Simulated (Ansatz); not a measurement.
# Tc of Au (Fm-3m) from its phonons, part 2 of 2

Each step names its level of theory.

So far, log mean phonon energy ħω_log (meV): step 2 (resistivity: finite displacements, PBE) 8.30; step 3 (resistivity: r2SCAN at its own relaxed cell) 8.39.

## (4) Resistivity: spin–orbit coupling

Spin–orbit coupling splits bands near the Fermi level of heavy elements; the run uses the base functional.

This step: DFT PBE, spin-orbit coupling, plane waves, PAW; PAW set soft_1 (Ansatz 0.2.0).

Input file input.yaml:

```yaml
crystal:
  lattice:
    - [0.0, 2.079711394, 2.079711394]
    - [2.079711394, 0.0, 2.079711394]
    - [2.079711394, 2.079711394, 0.0]
  atoms:
    - { symbol: Au, position: [0.0, 0.0, 0.0] }
kpoints:
  mp_grid: { grid: [12, 12, 12] }
hamiltonian:
  xc: pbe
  pseudopotentials: { kind: paw_fr, azcp: { folder: soft_1 } }
scf:
  occupations: { method: methfessel_paxton, width: 0.2 }
output:
  eigenvalues: true
magnetization:
  noncollinear: true
  spin_orbit: true
phonons:
  method: dfpt
  qmesh: [4, 4, 4]
  temperatures: { t_max: 1000, t_step: 50 }
  qpath:
    path:
      - [[0.0, 0.0, 0.0], [0.5, 0.0, 0.5], [0.625, 0.25, 0.625]]
      - [[0.375, 0.375, 0.75], [0.0, 0.0, 0.0], [0.5, 0.5, 0.5], [0.5, 0.25, 0.75], [0.5, 0.0, 0.5]]
    npoints: 6
  electrical_resistivity:
    mesh: [16, 16, 16]
    temperatures: [20.0, 50.0, 80.0, 100.0, 150.0, 200.0, 273.0, 300.0, 400.0, 500.0, 600.0, 800.0]
  superconductivity: { mesh: [16, 16, 16], eliashberg_equations: false }
```

Launch:

```sh
$ ansatz run input.yaml --threads 16 --pin off --max-ram 92160MiB --backend cuda --events-out ev --progress --plain --runs-dir out --max-vram 78GiB
```

Numbers of over 12 decimals in the logs are rounded to 6 here.

The program printed:

```text
[...]
non-collinear run that drives no moment, with spin-orbit: no starting moment large enough to seed its density (crystal.atoms[].spin), no starting occupations that ask for one, no magnetisation constraint and no magnetic field, so the semilocal B_xc is pinned to zero
concurrent solve slots: 15 of 16 are kept, ahead of what memory takes: no pass of the eigensolver takes more rounds on 15
[...]
Crystal: 1 atoms, lattice volume = 17.990 Å³
Basis set: ecut = 420 eV, 339 PW (Γ), exchange–correlation on 40×40×40 points (8 copies of the dense FFT grid, shifted against one another)
Bands: 28, of which v1, the nominal top of the filled ones, is band 19 counted from 1 (18 counted from 0)
Symmetry: 48 space group operations + 48 with time reversal
k-points: 72 of 1728
Projection manifold: j_resolved (fully-relativistic pseudo-atomic orbitals)
[...]
SCF iter   1: F=—  HF=-13189.062778 eV  |F-HF|=—  |Δ(HF+E_count)|=         —  Δρ=7.32e-2  dr2=1.10e0  dr2_m=0.00e0 (ungated)  ethr=3.10e-3  |M|=0.00e0 ∫|m|=0.00e0 μB  |m|>n=0.0e0 m-floor=0.0e0 τ_xc=0.0e0  β_m=0.30  ⟨swp⟩=7.2  Hψ=4782  notcnv=0  defer=20
[...]
SCF iter   2: F=—  HF=-13188.875647 eV  |F-HF|=—  |Δ(HF+E_count)|=   1.87e-1  S|Δr|=    0.00e0  Δρ=4.80e-2  dr2=4.81e-1  dr2_m=0.00e0 (ungated)  ethr=3.10e-3  |M|=0.00e0 ∫|m|=0.00e0 μB  |m|>n=0.0e0 m-floor=0.0e0 τ_xc=0.0e0  β_m=0.57  ⟨swp⟩=2.0  Hψ=1478  notcnv=0  defer=152
[...]
SCF iter   9: F=-13188.739044 eV  HF=-13188.739044 eV  |F-HF|=1.82e-12  |Δ(HF+E_count)|=  2.20e-10  S|Δr|=    0.00e0  Δρ=1.44e-8  dr2=2.03e-14  dr2_m=0.00e0 (ungated)  ethr=1.00e-12  |M|=0.00e0 ∫|m|=0.00e0 μB  |m|>n=0.0e0 m-floor=0.0e0 τ_xc=0.0e0  ⟨swp⟩=10.1  Hψ=4660  notcnv=0
SCF 1 converged in 9 iterations: F = -13188.739044 eV  dr2 = 2.03e-14
[...]
DFPT response loops at q = (0, 0, 0) (fractional): preconditioner auto → Kerker (q_TF=auto, 2.753 Å⁻¹) (partly filled bands, converged f_vac=0.000); β = 1.00, the filter's whole step (`scf.mixing.beta` (0.30) is not read by the response loops under this deck's `scf.mixing.preconditioner`; to damp them name `kerker` or `kerker_dos`, under which they read `scf.mixing.beta`, and type it under 1.00, their step now; both keys bind the ground state too); Anderson in place of MSR1; while a model of the screening serves, it and β = 1 on shorter waves in the place of filter and β
[...]
SCF 2 converged in 9 iterations: F = -13188.739044 eV  dr2 = 2.86e-14
[...]
SCF converged after 9 iterations
[...]
vibrations of 64 cells: unjudged by the run; compare a larger repeat
[...]
--- Superconductivity: potentials and phonons of a 4×4×4 supercell ---
  pairing by harmonic phonons, in the closed forms alone; spin fluctuations are left out
           mesh         λ    ħω_log (meV)  μ* declared at (meV)
       16×16×16    0.2172           8.056                9.398
          8×8×8    0.2214           8.040                9.309
          4×4×4    0.2572           7.949                9.215
  λ by the species' shares of the modes' patterns: Au 0.2172
[...]
0.08      0.003         0.004             -             -             -             -              -
      0.10      0.000         0.000             -             -             -             -              -
      0.12      0.000         0.000             -             -             -             -              -
      0.13      0.000         0.000             -             -             -             -              -
      0.14      0.000         0.000             -             -             -             -              -
      0.16      0.000         0.000             -             -             -             -              -
      0.20          -             -             -             -             -             -              -
[...]
vibrations of 64 cells: unjudged by the run; compare a larger repeat
[...]
```

It took 27 s on 1 × NVIDIA GB200 with 16 threads of Arm Neoverse V2, shared host; peak memory 6.7 GiB.

This step gave:

* volume per atom: 17.99 Å³/atom
* zero-point energy: 0.01436 eV/cell
* highest frequency, solved or plainly interpolated: 135.9 cm⁻¹
* Debye temperature (second moment): 154 K
* resistivity at 300 K: 3.506 μΩ cm
* coupling constant λ: 0.2172
* density of states at the Fermi level: 0.1571 states/eV a spin and cell
* log mean phonon energy ħω_log: 8.056 meV
* transport coupling constant λ_tr: 0.2215, 0.2215, 0.2215 (xx, yy, zz)
* Drude plasma energy: 8.446, 8.446, 8.446 eV (xx, yy, zz)
* resistivity times mean free path: 8.657, 8.657, 8.657 × 10⁻¹⁶ Ω m² (xx, yy, zz)
* second-moment phonon energy ħω₂: 9.398 meV
* coupling λ by branch: 0.0836, 0.0938, 0.0398 (branches by rank of frequency)

An empty cell: under 1 mK by a formula, or no transition down to the floor of the Eliashberg search. Transition temperatures:

```
  μ*  McMillan Tc (K)  Allen–Dynes Tc (K)
0.08          0.00349             0.00351
 0.1                -                   -
0.12                -                   -
0.13                -                   -
0.14                -                   -
0.16                -                   -
 0.2                -                   -
```

Table of Eliashberg function α²F by phonon energy; read off at these points:

```
phonon energy (meV)      α²F   α²F tr
                1.0   6.9e-4   1.0e-4
                2.0  0.00412  0.00124
                3.0  0.00763  0.00502
                4.0   0.0138   0.0131
                5.0   0.0246   0.0277
                6.0   0.0495   0.0614
                7.0    0.117    0.150
                8.0    0.162    0.194
                8.7    0.172    0.193
                9.0    0.102    0.115
               10.0   0.0828   0.0729
               11.0   0.0719   0.0544
               12.0   0.0562   0.0393
               13.0   0.0150   0.0116
               14.0   0.0922   0.0662
               14.3    0.127   0.0932
               15.0    0.118   0.0992
               16.0   0.0338   0.0300
```

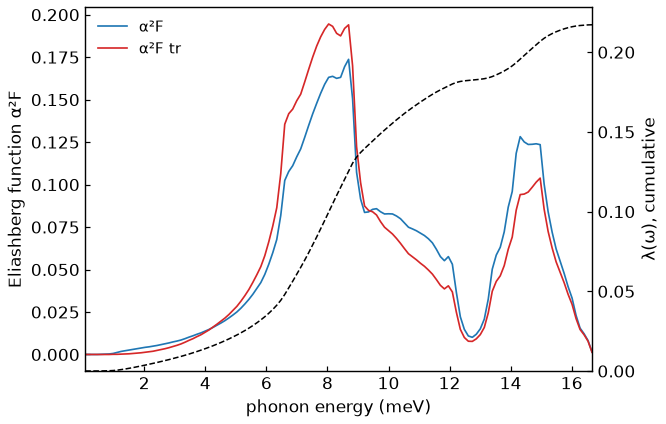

Eliashberg function α²F against phonon energy. The dashed line is the running λ.

## (5) Outcome

```yaml
meshes: q 4×4×4, k 12×12×12, scattering 16×16×16
coupling_constant_lambda: 0.217
log_mean_phonon_energy_omega_log: 8.06 meV
```

**Reading.** In the last run (PBE, spin–orbit coupling, q 4×4×4, k 12×12×12, scattering 16×16×16), with λ = 0.22 and ħω_log = 8.06 meV, Tc at μ* = 0.13 is under 1 mK by the formulas. Wikipedia's list of superconducting elements holds no transition of Au at normal pressure, in line with the calculation. In that run Allen and Dynes's formula gives no transition above 0.05 K at μ* = 0.10 or more. By the run's own test λ is not converged in the fine mesh: it moves by 2 % between the two finest, and by up to 4 % in the other runs. The run's transport test calls it not converged in the mesh; ρ(300 K) moves by 2 % in the component that moves most. Over the runs, λ takes the values 0.194, 0.211 and 0.217, in the order shown. μ* is a typed number, phonons are harmonic, and spin fluctuations are left out; with λ this near or under μ*(1 + 0.62 λ), the formulas give Tc only to its order of magnitude, or none.

[Logs are printed without paths, hosts, clocks, repeated set-up lines and the standing remarks that a program may print on its own settings, such as how far it seeks lower states.]

[Hosts, paths, dates, database ids (printed as entryN), source tags and the programs' standing remarks are cut or masked in the printed files.]
